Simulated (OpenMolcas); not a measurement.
**SCAN/ANO-R2 (DKH1, RICD fitting) run of C2HCl2F (SMILES FC=C(Cl)Cl)**

What is the vertical ionisation energy of C2HCl2F at SCAN/ANO-R2 (DKH1, RICD fitting)? 

The results are computed with OpenMolcas 26.06.

### 1 The molecule

C2HCl2F has 6 atoms, charge 0, and is taken as a singlet. SMILES: `FC=C(Cl)Cl`. The coordinates come from a GFN2-xTB relaxation.

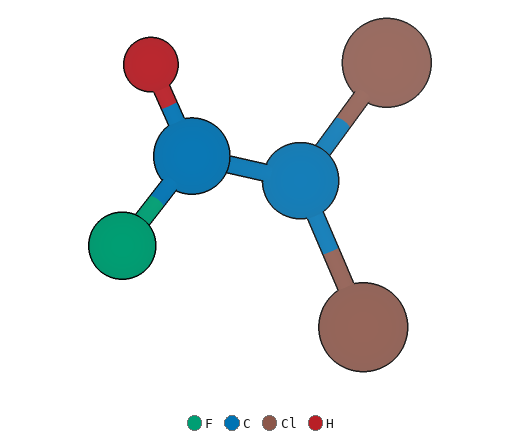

Viewed from a chosen angle; fluorine teal, carbon blue, chlorine brown, hydrogen red.

### 2 The energy at SCAN/ANO-R2 (DKH1, RICD fitting)

job.input reads:

```
&gateway
  coord
  6
  angstrom
  F        0.377390      -1.455220       1.030310
  C        0.337900      -0.177220       0.642990
  C       -0.250130       0.193360      -0.490060
  Cl      -1.011930      -0.900910      -1.567580
  Cl      -0.276230       1.844560      -0.948520
  H        0.823010       0.495430       1.332860
  basis
  ANO-R2
  group
  NoSym
  ricd

&seward
  relativistic
  R01O00
  expert

&scf
  ksdft
  2
  1.0 MGGA_X_SCAN
  1.0 MGGA_C_SCAN
  prorbitals
  0
```

The run is started by

```bash
export MOLCAS_MEM=1860
pymolcas job.input > job.log
```

The program printed:

```text
--- Start Module: gateway ---
[...]
--- Stop Module: gateway /rc=_RC_ALL_IS_WELL_ ---
[...]
--- Start Module: seward ---
[...]
 ###    WARNING:  EXPERT option is ON!                                       ###
 ###############################################################################
               SEWARD will generate:
[...]
      Basis functions          191
--- Stop Module: seward /rc=_RC_ALL_IS_WELL_ ---
[...]
--- Start Module: scf ---
[...]
       Convergence after  13 Iterations
[...]
::    Total KS-DFT energy                           -1100.6377009985
[...]
      Total spin, S                                     0.0000000000
[...]
      Total electronic charge=   56.000000
      Total            charge=   -0.000000
[...]
      Dipole Moment (debye):
      Origin of the operator (angstrom)=   -0.3159    0.0530   -0.5725
                   X=  4.5101E-01               Y=  8.0426E-01               Z=  5.9693E-01           Total=  1.0984E+00
      Quadrupole Moment (debye*angstrom):
[...]
--- Stop Module: scf /rc=_RC_ALL_IS_WELL_ ---
[...]
```

Run time: 48 s. Hardware: 1 thread of Arm Neoverse V1, shared host; peak memory 0.46 GiB.

### 3 The doublet cation, same level

job.inp reads:

```
>>> EXPORT MOLCAS_PRINT=2
&GATEWAY
Coord
6
angstrom
F        0.377390      -1.455220       1.030310
C        0.337900      -0.177220       0.642990
C       -0.250130       0.193360      -0.490060
Cl      -1.011930      -0.900910      -1.567580
Cl      -0.276230       1.844560      -0.948520
H        0.823010       0.495430       1.332860
Basis = ANO-R2
Group = NoSym
RICD
&SEWARD
Relativistic = R01O00
Expert
&SCF
UHF
Charge = 1
Spin = 2
KSDFT = 2
1.0 MGGA_X_SCAN
1.0 MGGA_C_SCAN
PrOrbitals = 0
```

The run is started by

```bash
export MOLCAS_MEM=1860
pymolcas job.inp > job.log
```

The program printed:

```text
--- Start Module: gateway ---
[...]
--- Stop Module: gateway /rc=_RC_ALL_IS_WELL_ ---
[...]
--- Start Module: seward ---
[...]
 ###    WARNING:  EXPERT option is ON!                                       ###
 ###############################################################################
               SEWARD will generate:
[...]
      Basis functions          191
--- Stop Module: seward /rc=_RC_ALL_IS_WELL_ ---
[...]
--- Start Module: scf ---
[...]
       Convergence after  23 Iterations
[...]
::    Total KS-DFT energy                           -1100.2896857060
[...]
      Total spin, S                                     0.5016381263
[...]
      Total electronic charge=   55.000000
      Total            charge=    1.000000
[...]
      Dipole Moment (debye):
      Origin of the operator (angstrom)=   -0.3159    0.0530   -0.5725
                   X=  8.9187E-01               Y=  1.1727E+00               Z=  1.2873E+00           Total=  1.9565E+00
      Center of Charge (angstrom)
[...]
--- Stop Module: scf /rc=_RC_ALL_IS_WELL_ ---
[...]
```

Wall time 2 min (1 thread of Arm Neoverse V1, shared host); peak memory 0.47 GiB.

### 4 Outcome

Level: SCAN/ANO-R2 (DKH1, RICD fitting).

```
                                          quantity           value
                     singlet C2HCl2F: total energy  -1100.63770 Eh
                    singlet C2HCl2F: dipole moment          1.10 D
                      singlet C2HCl2F: HOMO energy        -6.44 eV
                      singlet C2HCl2F: LUMO energy        -1.25 eV
                    singlet C2HCl2F: HOMO–LUMO gap         5.19 eV
                      doublet cation: total energy  -1100.28969 Eh
doublet cation: HOMO energy (highest over α and β)       -13.78 eV
 doublet cation: LUMO energy (lowest over α and β)       -12.50 eV
                              doublet cation: ⟨S²⟩           0.753
vertical ionisation energy (to the doublet cation)        9.470 eV
```

This program's gradients are faulty for this kind of reference, so any forces in the log (doublet cation) can't be trusted; the energy can. Removing an electron at fixed nuclei costs 9.47 eV (914 kJ/mol). −ε(HOMO) before ionisation, 6.44 eV, is 3.03 eV below this ionisation energy. Mulliken charges (singlet C2HCl2F) run from -0.14 on F1 to +0.11 on H6. Mulliken charges (doublet cation) run from -0.01 on F1 to +0.28 on C2.
